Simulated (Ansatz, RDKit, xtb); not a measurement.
# C3H10S2Si: ranking a sample of isomers, part 2 of 2

A sample of isomers of C3H10S2Si is drawn. Aim: find which of them has the lowest free energy at 298.15 K, then its properties. The sample is small against all isomers, and the most stable one of this formula need not be in it.

xtb, Ansatz and PySCF; isolated molecules. Earlier steps stand in the parts before.

## Step 10: c548a at MP2/def2-TZVPP

The input, input.yaml:

```yaml
basis:
  gaussian:
    orbitals: def2-TZVPP
crystal:
  periodic: [false, false, false]
  atoms:
    - {symbol: C, position_ang: [-2.080853, -2.276851, -2.031402]}
    - {symbol: C, position_ang: [-1.925670, -1.649513, -0.639037]}
    - {symbol: C, position_ang: [1.984513, 0.911209, -1.171778]}
    - {symbol: S, position_ang: [-0.006235, -0.277311, 1.772784]}
    - {symbol: S, position_ang: [0.290327, 0.448131, -1.713438]}
    - {symbol: Si, position_ang: [-0.186271, -1.048270, -0.244631]}
    - {symbol: H, position_ang: [-3.112515, -2.624368, -2.201962]}
    - {symbol: H, position_ang: [-1.834211, -1.557197, -2.827555]}
    - {symbol: H, position_ang: [-1.414226, -3.145423, -2.157924]}
    - {symbol: H, position_ang: [-2.199102, -2.369337, 0.152136]}
    - {symbol: H, position_ang: [-2.610605, -0.791822, -0.518574]}
    - {symbol: H, position_ang: [0.807051, -2.160404, -0.257156]}
    - {symbol: H, position_ang: [-0.879951, 0.737914, 1.574994]}
    - {symbol: H, position_ang: [1.987854, 1.164697, -0.102602]}
    - {symbol: H, position_ang: [2.277992, 1.791493, -1.759009]}
    - {symbol: H, position_ang: [2.695443, 0.095011, -1.363226]}
correlation:
  method: mp2
  frozen_orbitals: {S: 5, H: 0, C: 1, Si: 5}
```

On the command line:

```sh
$ ansatz run input.yaml --threads 4 --pin off --max-ram 7830MiB --events-out events.jsonl --progress --plain --runs-dir runs
```

Standard output:

```text
Warning: RAYON_NUM_THREADS=4 ignored (pool sized by the plan → 4); use --threads N
Functional definition: HF
  name "HF"
  exchange = exact_x
  correlation = 0
2046 factors; integrals over basis functions are off by at most 1.0e-3 eV
mean field evaluation 1: about -32746.6442 eV, gradient 3.5e1 eV
mean field evaluation 2: about -32747.0138 eV, gradient 3.5e1 eV
mean field evaluation 4: about -32750.7655 eV, gradient 4.1e0 eV
mean field evaluation 8: about -32750.8402 eV, gradient 2.3e-1 eV
mean field evaluation 16: about -32750.8406 eV, gradient 1.7e-6 eV
mean field -32750.84056260 eV, -1203.5711913584 hartree, gradient 1.7e-6 eV, S^2 0.000000; 0 other end points of the search recorded, 0 dependent functions left out
18 core orbitals not correlated: weight in the atoms' cores, before any rotation towards them, 1.000 or more for the frozen orbitals, at most 0.000 for the correlated occupied ones
reference -32750.84056260 eV, -1203.5711913584 hartree; 19, 19 occupied and 322, 322 virtual orbitals, 2046 factors
second order -27.51027505 eV of doubles, -0.00000000 eV of singles
Total energy: -32778.35083765 eV, -1204.5821753193 hartree
```

It took 11 s on 4 threads of Arm Neoverse V1, shared host; peak memory 1.2 GiB.

## Step 11: c929b at CCSD(T)/def2-SVP

The input, input.yaml:

```yaml
crystal:
  periodic: [false, false, false]
  atoms:
    - {symbol: C, position_ang: [1.957791, 2.316201, 1.659102]}
    - {symbol: C, position_ang: [0.625260, 1.611548, 1.448907]}
    - {symbol: C, position_ang: [-0.809985, -1.967840, -0.288214]}
    - {symbol: S, position_ang: [0.010479, 1.678858, -0.296911]}
    - {symbol: S, position_ang: [1.010048, -1.733209, -0.163110]}
    - {symbol: Si, position_ang: [1.209501, 0.139494, -1.201583]}
    - {symbol: H, position_ang: [1.906044, 3.368965, 1.342505]}
    - {symbol: H, position_ang: [2.239590, 2.287873, 2.725021]}
    - {symbol: H, position_ang: [2.763123, 1.830551, 1.086634]}
    - {symbol: H, position_ang: [-0.174706, 2.086607, 2.035946]}
    - {symbol: H, position_ang: [0.674642, 0.553649, 1.748646]}
    - {symbol: H, position_ang: [0.716228, 0.079617, -2.605404]}
    - {symbol: H, position_ang: [2.672179, 0.413662, -1.169352]}
    - {symbol: H, position_ang: [-1.097225, -2.260911, -1.307928]}
    - {symbol: H, position_ang: [-1.077161, -2.773222, 0.408873]}
    - {symbol: H, position_ang: [-1.336293, -1.046211, -0.003113]}
basis:
  gaussian:
    orbitals: def2-SVP
correlation:
  method: ccsd_t
  frozen_orbitals: {S: 5, H: 0, C: 1, Si: 5}
```

On the command line:

```sh
$ ansatz run input.yaml --threads 4 --pin off --max-ram 7830MiB --events-out events.jsonl --progress --plain --runs-dir runs
```

Standard output, shortened:

```text
Warning: RAYON_NUM_THREADS=4 ignored (pool sized by the plan → 4); use --threads N
Functional definition: HF
  name "HF"
[...]
1443 factors; integrals over basis functions are off by at most 1.5e-3 eV
[...]
mean field -32736.44831303 eV, -1203.0422859422 hartree, gradient 1.9e-6 eV, S^2 0.000000; 0 other end points of the search recorded, 0 dependent functions left out
18 core orbitals not correlated: weight in the atoms' cores, before any rotation towards them, 1.000 or more for the frozen orbitals, at most 0.000 for the correlated occupied ones
reference -32736.44831303 eV, -1203.0422859422 hartree; 19, 19 occupied and 109, 109 virtual orbitals, 1443 factors
second order -21.67903225 eV of doubles, -0.00000000 eV of singles
cycle   1  -23.24101266 eV  change    -1.6e0 eV  update   1.0e-1
[...]
cycle   8  -24.00129756 eV  change   -3.2e-6 eV  update   4.0e-5
perturbative correction -0.75016688 eV, -0.0275681245 hartree
Total energy: -32761.19977747 eV, -1203.9518854831 hartree
```

Wall time 26 s (4 threads of Arm Neoverse V1, shared host); peak memory 1.1 GiB.

## Step 12: Putting it together

Energies in kcal/mol from c548a; G adds the thermal terms to the CCSD(T)/def2-SVP + MP2/def2-TZVPP - MP2/def2-SVP energy. The columns left of the relaxed level are at the tight-binding geometries.

```
label             SMILES     spin  GFN2-xTB  HF/STO-3G  r2SCAN-D4/def2-SVP  B3LYP-D3(BJ)/def2-SVP  HF/def2-SVP  MP2/def2-SVP  CCSD(T)/def2-SVP + MP2/def2-TZVPP - MP2/def2-SVP     G  share at equilibrium     T1
c548a      CC[Si@H](S)SC  singlet       0.0        0.0                 0.0                    0.0          0.0           0.0                                               0.0   0.0               100.0 %  0.009
c929b        CCS[SiH2]SC  singlet      -3.4        6.9                10.5                    9.8         11.2          10.6                                              10.8  11.8               < 0.1 %  0.010
c053a  C[C@H](CS)[SiH2]S  singlet      10.3       27.0                25.0                   23.8         24.8          22.3                                              24.8  23.2               < 0.1 %  0.009
```

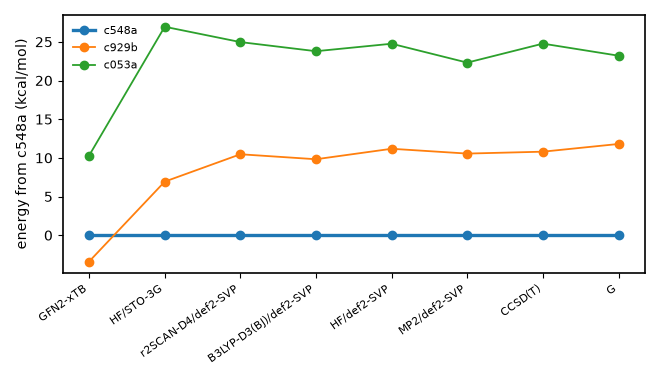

The finalists at each level, measured from c548a.

Lowest found: c548a, `CC[Si@H](S)SC`, a singlet. Bond lengths: C1–C2 1.535 Å, C3–S5 1.838 Å, C2–Si6 1.882 Å, S4–Si6 2.167 Å, S5–Si6 2.150 Å, C1–H7 1.102 Å, C1–H8 1.101 Å, C1–H9 1.102 Å, C2–H10 1.104 Å, C2–H11 1.104 Å, Si6–H12 1.491 Å, S4–H13 1.354 Å, C3–H14 1.099 Å, C3–H15 1.098 Å, C3–H16 1.099 Å. Some angles: C1–C2–Si6 114.5°, C3–S5–Si6 100.3°, C2–Si6–S4 112.7°, C2–Si6–S5 106.5°, S4–Si6–S5 111.7°, C1–C2–H10 111.0°, C1–C2–H11 110.7°, Si6–C2–H10 106.7°, Si6–C2–H11 107.6°, C2–C1–H7 111.3°.

```xyz
16

C    -2.0809   -2.2769   -2.0314
C    -1.9257   -1.6495   -0.6390
C     1.9845    0.9112   -1.1718
S    -0.0062   -0.2773    1.7728
S     0.2903    0.4481   -1.7134
Si   -0.1863   -1.0483   -0.2446
H    -3.1125   -2.6244   -2.2020
H    -1.8342   -1.5572   -2.8276
H    -1.4142   -3.1454   -2.1579
H    -2.1991   -2.3693    0.1521
H    -2.6106   -0.7918   -0.5186
H     0.8071   -2.1604   -0.2572
H    -0.8800    0.7379    1.5750
H     1.9879    1.1647   -0.1026
H     2.2780    1.7915   -1.7590
H     2.6954    0.0950   -1.3632
```

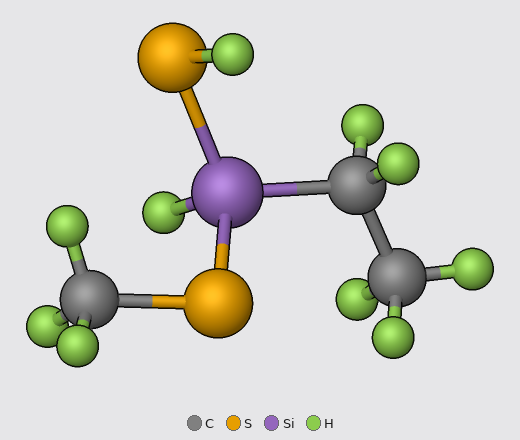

The lowest structure found, seen from a chosen angle (carbon grey, sulfur amber, silicon purple, hydrogen green).

## Step 13: Results

This closing draws on all 2 parts.

| quantity | value |
| --- | --- |
| lowest structure found | CC[Si@H](S)SC, singlet |
| next finalist | CCS[SiH2]SC, singlet, 11.8 kcal/mol higher in G |
| share at equilibrium, among the finalists | 100.0 % |
| funnel | 24 starts, 23 minima at GFN2-xTB, 12 screening runs, 3 relaxed, 3 ranked |
| CPU time of all runs | 16 min |

The lowest structure found is `CC[Si@H](S)SC`. Among the finalists first place is clear (11.8 kcal/mol); structures outside the list aren't covered. HF/STO-3G, r2SCAN-D4/def2-SVP, B3LYP-D3(BJ)/def2-SVP, HF/def2-SVP and MP2/def2-SVP already put its bonding pattern lowest among the structures in one piece; GFN2-xTB favours the singlet CCS[SiH2]SC (c929d, not a finalist). The largest share of the time went into the final energies (46 %). 10 minima inside the window were never screened. The search is not exhaustive (a finite list of starts, one conformer a finalist), so a lower isomer can't be ruled out. Only 6 drawn patterns were tried, so whole families of isomers are missing, and the result ranks this sample alone. The lowest isomer need not be the one that is made and kept in a bottle, which depends on barriers.
